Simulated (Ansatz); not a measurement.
**BCl$_{2}$F···SiH$_{4}$: density, localisation and related maps**

Input

```
crystal:
  periodic: [false, false, false]
  atoms:
    - {symbol: B, position_ang: [-0.983281, -1.887474, 0.355914]}
    - {symbol: Si, position_ang: [0.846987, 1.472036, -0.263241]}
    - {symbol: Cl, position_ang: [-1.388441, -1.819238, -1.334272]}
    - {symbol: Cl, position_ang: [-1.876990, -0.977755, 1.539144]}
    - {symbol: H, position_ang: [1.128739, 0.070494, 0.144207]}
    - {symbol: F, position_ang: [0.004549, -2.652967, 0.748251]}
    - {symbol: H, position_ang: [-0.594361, 1.609065, -0.587357]}
    - {symbol: H, position_ang: [1.199029, 2.382476, 0.854668]}
    - {symbol: H, position_ang: [1.663769, 1.803265, -1.457314]}
basis:
  gaussian: {orbitals: def2-TZVPP}
hamiltonian: {xc: pbe0, dispersion: d4}
output: {orbitals: {seedname: orbitals}}
```

Run with:

```sh
ansatz run in.yaml --threads 4 --pin off --events-out ev --progress --plain --max-ram 9574MiB
```

The product side of a reaction path; geometry: PBE0-D4/def2-TZVP.

These are results of RKS PBE0-D4/def2-TZVPP (Ansatz), not measurements.

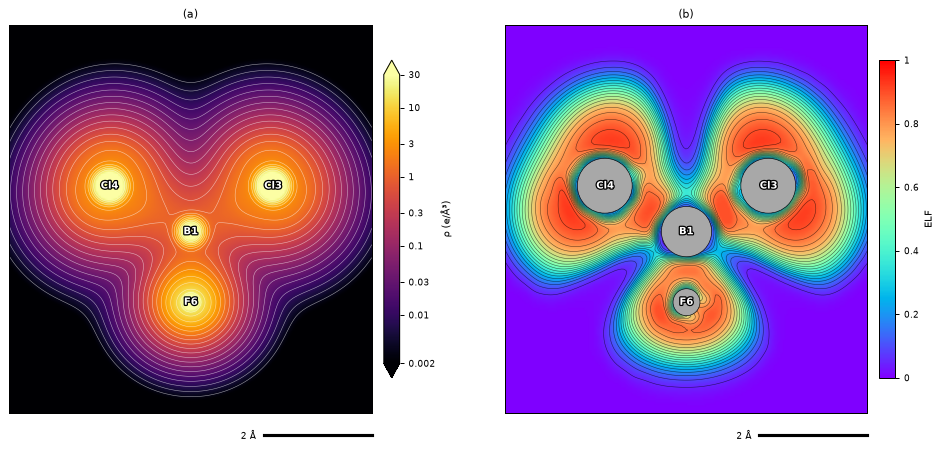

Figure 1. (a) electron density; (b) ELF on the plane of atoms Cl3, B1 and Cl4. Grey discs cover the atomic cores in the ELF map.

### What does the map show?

- The plane passes through B, Cl and F nuclei.
- B–F (1.31 Å): the density is about 2.3 e/Å³ at the midpoint; the ELF peaks at about 0.85 between the atoms: a polar covalent bond.
- B–Cl (1.74 Å): ρ at the midpoint is about 1.4 e/Å³; the ELF peaks at about 0.90 between the atoms; a polar covalent bond.
- The ELF also peaks beside F6, Cl3 and Cl4, away from the bonds: lone-pair regions.

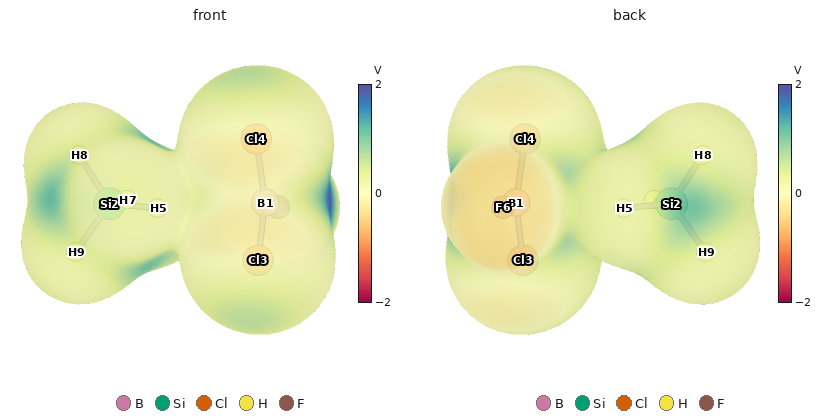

Figure 2. The electrostatic potential painted on the density surface at 0.002 e/bohr³, seen from the front and from behind; the colour scale runs from red (negative) to blue (positive).

### Where is the surface potential most negative and most positive?

The most negative region (about −0.4 V) lies over F6, the most positive (about +1.8 V) over B1. Cl3 shows a σ-hole: about +0.7 V at the tip opposite its bond, against about +0.1 V on its flanks. Cl4 shows a σ-hole: about +0.7 V at the tip opposite its bond, against about +0.1 V on its flanks.

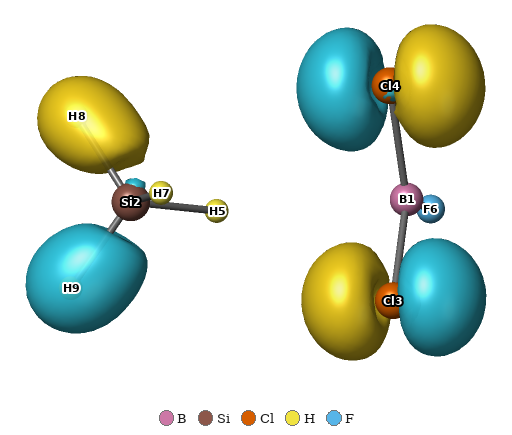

Figure 3. The HOMO−1 at ±0.15 Å⁻³ᐟ² (yellow and cyan are the two phases), seen across its widest extent.

### Describe this orbital and give its energy.

Its weight (Hirshfeld) is mainly on Cl4 (about 35 %), Cl3 (about 30 %), Si2 (about 15 %), H9 (about 10 %) and H8 (about 10 %). Its energy is −9.85 eV.
